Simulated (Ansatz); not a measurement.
# Ni(111) film of 2 layers: electron–phonon coupling and resistivity, part 2 of 4

How good a conductor is Ni(111) film of 2 layers when only phonons scatter, and how much computing does the answer need?

Ansatz 0.2.0; DFT PBE, scalar-relativistic, plane waves, PAW.

So far. Step 3 (Tight relaxation): Little changed from the start: no atom moved by 0.005 Å and no cell edge by 0.1 %.

### 4. Phonons by linear response: q 2×2×1, k 8×8×1

Before any scattering is computed, the phonons show whether the structure is a minimum.

input.yaml

```yaml
crystal:
  lattice:
    - [2.425417036, 0.0, 0.0]
    - [-1.212708518, 2.1004727679, 0.0]
    - [0.0, 0.0, 27.8645450283]
  atoms:
    - { symbol: Ni, position: [0.0, 0.0, 0.197748515], spin: 0.84 }
    - { symbol: Ni, position: [0.3333333333, 0.6666666667, 0.269952285], spin: 0.84 }
  periodic: [true, true, false]
kpoints:
  mp_grid: { grid: [8, 8, 1] }
hamiltonian:
  xc: pbe
scf:
  occupations: { method: gaussian, width: 0.15 }
output:
  eigenvalues: true
  populations: true
magnetization:
  spin_polarized: true
phonons:
  method: dfpt
  qmesh: [2, 2, 1]
  temperatures: { t_max: 1000, t_step: 50 }
  qpath:
    path:
      - [0.0, 0.0, 0.0]
      - [0.5, 0.0, 0.0]
      - [0.33333333, 0.33333333, 0.0]
      - [0.0, 0.0, 0.0]
    npoints: 10
```

The run is started by

```
ansatz run input.yaml --threads 4 --pin off --max-ram 16384MiB --backend cpu --events-out ev --progress --plain --runs-dir out
```

Numbers of over 12 decimals in the logs are rounded to 6 here.

Log:

```text
Warning: crystal.symmetry: narrowed to the stabiliser of the run's FFT grids — unitary ops 12 → 6. A phonons.method: dfpt run fills in the rows of the dynamical matrix that it does not solve by its symmetry operations, which is exact only for operations that map its FFT grids onto themselves: filled in by any other, the frequencies could depend on the order in which like atoms are typed, or, by more than the grids' own error, on where the crystal sits among the grids' points. Excluded: 6 operations. The run can therefore solve more perturbations, solve them on more k-points, or both, and cost more. [rest of the remark cut]
[...]
Crystal: 2 atoms, lattice volume = 141.957 Å³
Basis set: ecut = 420 eV, 2691 PW (Γ), exchange–correlation on 36×36×384 points (8 copies of the dense FFT grid, shifted against one another)
Bands: 23, of which v1, the nominal top of the filled ones, is band 18 counted from 1 (17 counted from 0)
Symmetry: 12 space group operations
[...]
k-points: 10 of 64
[...]
Starting moments: Σ|m| = 1.68 μB on 2 of 2 sites
[...]
SCF 1 converged in 10 iterations: F = -11678.225751 eV  dr2 = 6.03e-10
[...]
a single point of the input's cell can leave the moments in the input for a lower state (scf.lower_state_search): this run first made a single point of its cell. This run's own SCFs start from the density of the state that the single point found, with the moments in the input. The single point stayed on the moments in the input.
k-points: 10 of 64 (irreducible under 6 space group operations, time reversal used)
[...]
Stability of the state it starts from, as read at its close in the collinear treatment: not read negative (Ritz values of 1 − χ₀K, real part plus size of imaginary part, from 0.95 to 1.0, by its mixing steps under the symmetry group of the SCF that read it); its run was given moments
[...]
SCF iter   9: F=-11678.225751 eV  HF=-11678.225751 eV  |F-HF|=1.46e-11  |Δ(HF+E_count)|=  2.18e-11  Δρ=2.59e-8 (↑1.57e-8 ↓2.59e-8)  dr2=5.34e-13  dr2_m=8.82e-14  M=1.504 μB ∫|m|=1.717 μB  ethr=1.00e-12  ⟨swp⟩=10.6  Hψ=3227  notcnv=0
SCF 2 converged in 9 iterations: F = -11678.225751 eV  dr2 = 5.34e-13
NSCF: frozen V_eff on 10 k-points
WARN: eigensolver did not converge (σ=↑ k=3): 1 band(s) unlocked after 2 eigensolves, warm-restarted (20 sweeps on the last) at ethr=1.79e-12 eV (storage-precision floor; scheduled 1.00e-12 eV) (lowest unlocked band 22, counted from 0; max residual 8.96e-6 eV among the unlocked bands, 8.96e-6 eV over every band; other slots of this pass that fall short are told together in one closing line; warning suppressed until the next SCF loop or pass starts)
WARN: eigensolver did not converge in 2 slots of this pass, the one above among them; of largest residual over every band (σ=↓ k=3): 1 band(s) unlocked (lowest unlocked band 22, counted from 0; max residual 3.80e-5 eV among the unlocked bands, 3.80e-5 eV over every band); of lowest unlocked band (σ=↑ k=3): band 22
[...]
DFPT response loops at q = (0, 0, 0) (fractional): preconditioner auto → none (partly filled bands, converged f_vac=0.790); β = 0.30; Anderson in place of MSR1
[...]
SCF converged after 9 iterations
Magnetization: 1.5039 μB (18.7520 up, 17.2480 down)
Absolute magnetization: 1.7183 μB (∫|ρ↑−ρ↓|, with the PAW one-centre terms)
[...]
Per-site moments (μB) at R_I (Å): [(0.796541, 1.000485), (0.796541, 1.000485)]
Free energy (F): -11678.225751 eV
[...]
Internal energy: -11678.182573 eV  (E = F + TS)
E sigma→0 (E₀):  -11678.204162 eV
Entropy (-TS):   -0.043179 eV (-21.589 meV/atom)
Fermi energy:    -5.067592 eV
[...]
--- Band table (eV; the first three rows and the last of 20) ---
  k-point 0 ↑: bands = [... 14 lower, -7.3808, -6.7316, -6.1905, -6.1905, -5.7652, -5.7652, -4.7876, -0.4024, ... 1 higher]
  k-point 1 ↑: bands = [... 14 lower, -7.1673, -6.9347, -6.4715, -6.2697, -5.7779, -5.7597, -3.5386, 0.0940, ... 1 higher]
  k-point 2 ↑: bands = [... 14 lower, -6.8091, -6.6418, -6.5760, -6.2748, -5.7719, -4.8605, -1.4086, 1.5777, ... 1 higher]
  k-point 9 ↓: bands = [... 14 lower, -6.5327, -5.5518, -5.0799, -4.9550, -0.3285, 0.4211, 3.2292, 3.2598, ... 1 higher]
--- Phonons (Γ-DFPT): 4 representative perturbations + reference (Σ response iterations 46) ---
  ASR residual: 2.730e-5 → 0.000e0 eV/Å²; symmetrization residual: 1.104e-9 eV/Å²
  The last average, over the group as it would stand without the narrowing to the FFT grids, took up to 8.882e-16 eV/Å² of the zone centre's force constants
  ASR residual per site (eV/Å²): 2.73e-5 2.61e-5
  Γ frequencies (cm⁻¹): 0.00 0.00 0.00 98.87 98.87 234.48
--- Phonons (arbitrary-q DFPT): 2 irreducible q on the 2×2×1 mesh ---
  q = [0.0000, 0.0000, 0.0000] (star 1, of the zone-centre solve; hermiticity 3.72e-10, symmetrization 7.58e-13, taken by the last average 1.50e-16): -0.00 -0.00 -0.00 98.87 98.87 234.48
  q = [0.0000, -0.5000, 0.0000] (star 3, 6 solved perturbations in 126 linear systems a pass and spin channel, the states on 21 of 64 k-point pairs; hermiticity 1.28e-7, symmetrization 1.83e-13, taken by the last average 6.12e-10): 118.62 167.78 174.26 190.46 281.23 290.36
  sum rule: each row above includes the acoustic sum rule's correction from the zone centre's row sums; it moved no ω² by more than (0.36 cm⁻¹)²
  mesh force constants: q→R imaginary residual 1.19e-17; ASR residual 2.730e-5 → 0.000e0 eV/Å²; symmetrization residual 1.243e-14 eV/Å²
  interpolated dispersion: 31 rows × 6 modes
  density of states and harmonic sums: on the 30×30×1 q-mesh, interpolated from the force constants of a 2×2×1 supercell (no non-analytic term)
  largest difference from the sums on the solved wave vectors: F 1.41e-1 eV, S 2.05e-4 and C_V 6.43e-5 eV/K
  zero-point energy: 0.067447 eV/cell   skipped modes (ω ≤ 0): 3   left out of the sums: 5.56e-4 of the cell's modes: C_V's classical limit lies that fraction below 3 k_B per atom; for a crystal, a wire or a layer, F and S can be off by more, and a phonons.interpolated_qmesh denser along its periods is the remedy for the sampling
--- Löwdin populations: 2 sites ---
  site symbol       q [e]    m [muB]
     0     Ni     17.7937     0.7904
     1     Ni     17.7937     0.7904
  spilling = 0.011462 (of n_electrons = 36.000000)
```

It took 73 s on 4 threads of Arm Neoverse V1, shared host; peak memory 1.6 GiB; 4.3 min of CPU time.

The column dr2 measures how far the density is from self-consistency, as an energy; F and HF (Harris–Foulkes) agree once it is small.

This step gave:

* magnetization: 1.504 μB
* absolute magnetization: 1.718 μB
* site moments: 0.7965, 0.7965 μB
* zero point energy: 0.06745 eV/cell
* share of imaginary modes in the plain interpolation between solved wavevectors: 0
* highest frequency, solved or plainly interpolated: 290.4 cm⁻¹

Solved on the 2×2×1 mesh alone; all other wavevectors are interpolated. Phonon branches along the path, in cm⁻¹:

| point | branch 1 | branch 2 | branch 3 | branch 4 | branch 5 | branch 6 |
| --- | --- | --- | --- | --- | --- | --- |
| Γ | 0 | 0 | 0 | 99 | 99 | 234 |
| M | 119 | 168 | 174 | 190 | 281 | 290 |
| K | 145 | 145 | 240 | 255 | 255 | 260 |
| Γ | 0 | 0 | 0 | 99 | 99 | 234 |

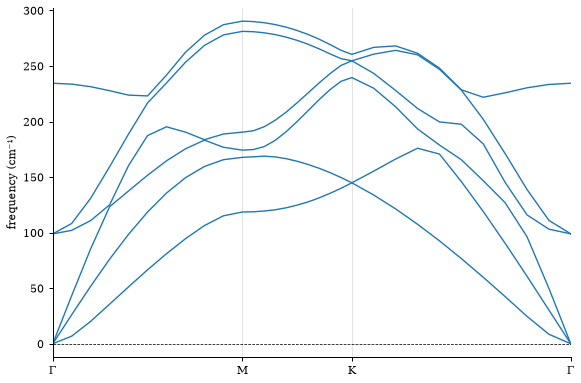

Phonon branches along the path.

Among the solved wavevectors the lowest mode, translations apart, is 98.9 cm⁻¹, so these are real on this k mesh.

### 5. Resistivity: q 2×2×1, k 8×8×1, scattering 12×12×1

A first run on coarse meshes.

Edit input.yaml of step 4 so:

```diff
@@ -31 +31,5 @@
     npoints: 10
+  electrical_resistivity:
+    mesh: [12, 12, 1]
+    temperatures: [20.0, 50.0, 77.0, 100.0, 150.0, 200.0, 300.0, 400.0, 600.0, 800.0]
+  electron_occupations: "off"
```

Log:

```text
[...]
Crystal: 2 atoms, lattice volume = 141.957 Å³
Basis set: ecut = 420 eV, 2691 PW (Γ), exchange–correlation on 36×36×384 points (8 copies of the dense FFT grid, shifted against one another)
Bands: 23, of which v1, the nominal top of the filled ones, is band 18 counted from 1 (17 counted from 0)
Symmetry: 12 space group operations
[...]
k-points: 10 of 64
[...]
Starting moments: Σ|m| = 1.68 μB on 2 of 2 sites
[...]
SCF 1 converged in 10 iterations: F = -11678.225751 eV  dr2 = 6.03e-10
[...]
k-points: 10 of 64 (irreducible under 6 space group operations, time reversal used)
[...]
SCF iter   9: F=-11678.225751 eV  HF=-11678.225751 eV  |F-HF|=1.46e-11  |Δ(HF+E_count)|=  2.18e-11  Δρ=2.59e-8 (↑1.57e-8 ↓2.59e-8)  dr2=5.34e-13  dr2_m=8.82e-14  M=1.504 μB ∫|m|=1.717 μB  ethr=1.00e-12  ⟨swp⟩=10.6  Hψ=3227  notcnv=0
SCF 2 converged in 9 iterations: F = -11678.225751 eV  dr2 = 5.34e-13
[...]
SCF iter   9: F=-11678.225751 eV  HF=-11678.225751 eV  |F-HF|=1.09e-11  |Δ(HF+E_count)|=  2.55e-11  Δρ=2.64e-8 (↑1.57e-8 ↓2.64e-8)  dr2=5.51e-13  dr2_m=9.27e-14  M=1.504 μB ∫|m|=1.717 μB  ethr=1.00e-12  ⟨swp⟩=2.9  Hψ=1457  notcnv=0
SCF 3 converged in 9 iterations: F = -11678.225751 eV  dr2 = 5.51e-13
[...]
SCF converged after 9 iterations
Magnetization: 1.5039 μB (18.7520 up, 17.2480 down)
Absolute magnetization: 1.7183 μB (∫|ρ↑−ρ↓|, with the PAW one-centre terms)
[...]
Per-site moments (μB) at R_I (Å): [(0.796541, 1.000485), (0.796541, 1.000485)]
Free energy (F): -11678.225751 eV
[...]
Internal energy: -11678.182573 eV  (E = F + TS)
E sigma→0 (E₀):  -11678.204162 eV
Entropy (-TS):   -0.043179 eV (-21.589 meV/atom)
Fermi energy:    -5.067592 eV
[...]
--- Band table (eV; the first three rows and the last of 20) ---
  k-point 0 ↑: bands = [... 14 lower, -7.3808, -6.7316, -6.1905, -6.1905, -5.7652, -5.7652, -4.7876, -0.4024, ... 1 higher]
  k-point 1 ↑: bands = [... 14 lower, -7.1673, -6.9347, -6.4715, -6.2697, -5.7779, -5.7597, -3.5386, 0.0940, ... 1 higher]
  k-point 2 ↑: bands = [... 14 lower, -6.8091, -6.6418, -6.5760, -6.2748, -5.7719, -4.8605, -1.4086, 1.5777, ... 1 higher]
  k-point 9 ↓: bands = [... 14 lower, -6.5327, -5.5518, -5.0799, -4.9550, -0.3285, 0.4211, 3.2292, 3.2598, ... 1 higher]
[...]
ASR residual: 2.522e-5 → 0.000e0 eV/Å²; symmetrization residual: 3.047e-9 eV/Å²
[...]
ASR residual per site (eV/Å²): 2.52e-5 2.40e-5
  Γ frequencies (cm⁻¹): 0.00 0.00 0.00 98.87 98.87 234.48
--- Phonons (arbitrary-q DFPT): 2 irreducible q on the 2×2×1 mesh ---
[...]
interpolated dispersion: 31 rows × 6 modes
[...]
--- Electrical resistivity: potentials and phonons of a 2×2×1 supercell ---
  scattering by harmonic phonons alone, with no dipole-dipole term; scattering by other electrons, impurities, surfaces and spin disorder is left out, and so is spin–orbit coupling
  the resistivity is that of a variational response, whose dependence on the energy is improved iteratively
  tensors lie in the sheet's plane, the Hall coefficient along its normal; that, the resistivity and the plasma energy are of the whole cell, vacuum included; the cell is 27.865 Å high
  at the Fermi level of each mesh (of a tensor half of its trace):
           mesh   spin    states/(eV spin)  plasma energy (eV)         λ      λ_tr    ħω_log (meV)
        12×12×1     up              0.3672              2.2476    0.0950    0.0687          11.868
        12×12×1   down              2.2627              1.6591    0.3509    0.3960          18.090
          6×6×1     up              0.2943              2.1716    0.0533    0.0570          17.326
          6×6×1   down              2.1390              1.5841    0.3306    0.3805          20.195
          3×3×1     up              0.3315              1.4658    0.0781    0.0983          18.393
          3×3×1   down              3.1430              2.0167    0.5611    0.7736          21.123
  resistivity on the deck's mesh, µΩ·cm:
     T (K)       trace/2  mesh converged            xx            yy            zz    lowest order   relaxation time
     20.00     2.4272e-2              no     2.4272e-2     2.4272e-2      0.0000e0       7.2057e-2         1.0909e-1
     50.00     4.9068e-1              no     4.9068e-1     4.9068e-1      0.0000e0       8.4083e-1          1.2434e0
     77.00      1.4395e0              no      1.4395e0      1.4395e0      0.0000e0        2.0862e0          2.9315e0
    100.00      2.4969e0              no      2.4969e0      2.4969e0      0.0000e0        3.3397e0          4.6048e0
    150.00      5.0264e0              no      5.0264e0      5.0264e0      0.0000e0        6.1733e0          8.3956e0
    200.00      7.5244e0              no      7.5244e0      7.5244e0      0.0000e0        8.9480e0          1.2108e1
    300.00      1.2303e1             yes      1.2303e1      1.2303e1      0.0000e0        1.4329e1          1.9295e1
    400.00      1.6954e1             yes      1.6954e1      1.6954e1      0.0000e0        1.9631e1          2.6364e1
    600.00      2.6187e1             yes      2.6187e1      2.6187e1      0.0000e0        3.0236e1          4.0454e1
    800.00      3.5486e1             yes      3.5486e1      3.5486e1      0.0000e0        4.0997e1          5.4613e1
  sheet resistance at 20 K: 0.08711 Ω
  mean free path at 20 K (of a tensor half of its trace): 23869 nm by what each carries, 11617 by the Fermi surface alone
  Hall coefficient in a weak field at 20 K (along the normal): -9.619e-10 m³/C (as a tensor it moves by 20.4 % between the two finest meshes); by each state's relaxation time: (none: it, or that of a finer mesh, parts from a neighbouring mesh's by over half of the finer one's); by a constant relaxation time: -3.867e-10 m³/C
  sheet resistance at 50 K: 1.761 Ω
[...]
sheet resistance at 77 K: 5.166 Ω
[...]
sheet resistance at 100 K: 8.961 Ω
[...]
sheet resistance at 150 K: 18.04 Ω
[...]
sheet resistance at 200 K: 27.00 Ω
[...]
sheet resistance at 300 K: 44.15 Ω
[...]
sheet resistance at 400 K: 60.84 Ω
[...]
sheet resistance at 600 K: 93.98 Ω
[...]
sheet resistance at 800 K: 127.4 Ω
[...]
the resistivity times a path that all electrons share, by the Fermi surface of the deck's mesh alone (half of the trace): 2.820e-15 Ω·m²
  not converged in the mesh (λ; λ_tr; the resistivity at 20 K by 50.44 %; the resistivity at 50 K by 29.07 %; the resistivity at 77 K by 14.23 %; the resistivity at 100 K by 8.00 %; the resistivity at 150 K by 3.31 %; the resistivity at 200 K by 2.04 %): between neighbouring meshes, the two finest first, λ moves by 43.89 % and 69.69 %, λ_tr by 17.09 % and 103.29 % and the resistivity by up to 50.44 % and 282.22 %; an estimate, no bound, puts it up to 5.4e-7 % above the Boltzmann equation's exact value after up to 8 iterations (at most 30 are made, fewer where the estimate is under 1.0e-6 % of each spin channel's own resistivity)
  vibrations of 4 cells: unjudged by the run; compare a larger repeat
  the changes of the potential over all sites missed a rigid shift's by 0.22 % (the site terms' by 0.00 %)
  between the force constants' wavevectors the phonons are obtained by Fourier interpolation alone: phonons.electron_occupations is off
--- Löwdin populations: 2 sites ---
  site symbol       q [e]    m [muB]
     0     Ni     17.7937     0.7904
     1     Ni     17.7937     0.7904
  spilling = 0.011462 (of n_electrons = 36.000000)
```

The job ended after 1.8 min (4 threads; peak memory 1.6 GiB).

This step gave:

| Item | Value |
| --- | --- |
| cell height | 27.86 Å |
| sheet resistance 300K | 44.15 Ω/square, mean in the plane |
| resistivity at 300 K | 12.3 μΩ cm, mean of the axes, of the whole cell with its vacuum |
| coupling λ by branch | 0.117, 0.0454, 0.0424, 0.0418, 0.0371, 0.0315 (branches by rank of frequency) |
| coupling constant λ, spin up | 0.09498 |
| coupling constant λ, spin down | 0.3509 |
| log mean phonon energy ħω_log, spin up | 11.87 meV |
| log mean phonon energy ħω_log, spin down | 18.09 meV |
| density of states at the Fermi level, spin up | 0.3672 states/eV a spin and cell |
| density of states at the Fermi level, spin down | 2.263 states/eV a spin and cell |
| transport coupling constant λ_tr, spin up | 0.06872, 0.06872, 0 (xx, yy, zz) |
| transport coupling constant λ_tr, spin down | 0.396, 0.396, 0 (xx, yy, zz) |
| Drude plasma energy, spin up | 2.248, 2.248, 0 eV (xx, yy, zz) |
| Drude plasma energy, spin down | 1.659, 1.659, 0 eV (xx, yy, zz) |

One curve a spin channel. Eliashberg function α²F against phonon energy:

| phonon energy (meV) | α²F up | α²F tr up | α²F down | α²F tr down |
| --- | --- | --- | --- | --- |
| 5 | 0.0183 | 0.00562 | 0.00509 | 0.00494 |
| 10 | 0.0168 | 0.0111 | 0.0392 | 0.0322 |
| 15 | 0.0150 | 0.0166 | 0.193 | 0.160 |
| 20 | 0.0198 | 0.0205 | 0.169 | 0.259 |
| 25 | 0.0150 | 0.0205 | 0.0904 | 0.117 |
| 30 | 0.0191 | 0.0215 | 0.0877 | 0.126 |
| 35 | 0.0165 | 0.0184 | 0.0778 | 0.146 |

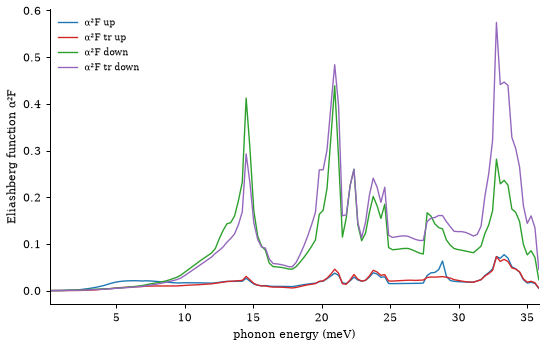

Eliashberg function α²F against phonon energy.

Some states were left unconverged by the eigensolver. By its own test the run is not converged in the mesh. λ = 0.315 and 44.1 Ω per square at 300 K. By the run's own test λ of one spin channel moves by 44 % between its two finest scattering meshes.

(Continued in part 3 of 4.)

[Logs are printed without paths, hosts, clocks, repeated set-up lines and the standing remarks that a program may print on its own settings, such as how far it seeks lower states.]

[Hosts, paths, dates, database ids (printed as entryN), source tags and the programs' standing remarks are cut or masked in the printed files.]
